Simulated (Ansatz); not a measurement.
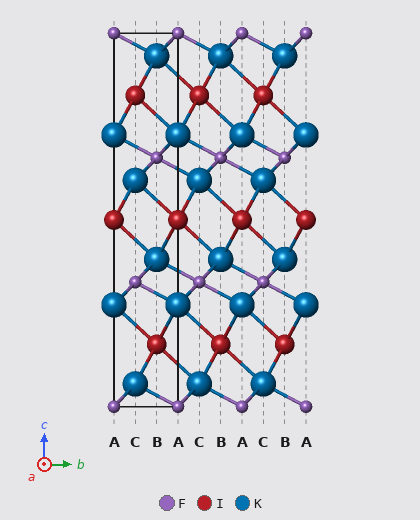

The picture looks along a close-packed row of the hexagonal mesh; c points upwards. The dashed lines mark the three columns A (0, 0), B (1/3, 2/3) and C (2/3, 1/3). The sequence starts with the first layer at or above the cell's origin.

K₂IF: the end point of a relaxation with Ansatz, DFT, r2SCAN, plane waves, PAW; the starting structure was generated, so it need not be a known form of this composition.

Q: Give the sequence of layers in one repeat, with element and column.

A: F(A) – K(C) – I(B) – K(A) – F(C) – K(B) – I(A) – K(C) – F(B) – K(A) – I(C) – K(B) (twelve layers in 21.92 Å).

Heights of the layers:

| layer | atoms (column) | height (Å) | to next (Å) |
| --- | --- | --- | --- |
| 1 | F(A) | 0.00 | 1.33 |
| 2 | K(C) | 1.33 | 2.32 |
| 3 | I(B) | 3.65 | 2.32 |
| 4 | K(A) | 5.97 | 1.33 |
| 5 | F(C) | 7.31 | 1.33 |
| 6 | K(B) | 8.64 | 2.32 |
| 7 | I(A) | 10.96 | 2.32 |
| 8 | K(C) | 13.28 | 1.33 |
| 9 | F(B) | 14.61 | 1.33 |
| 10 | K(A) | 15.95 | 2.32 |
| 11 | I(C) | 18.27 | 2.32 |
| 12 | K(B) | 20.58 | 1.33 |
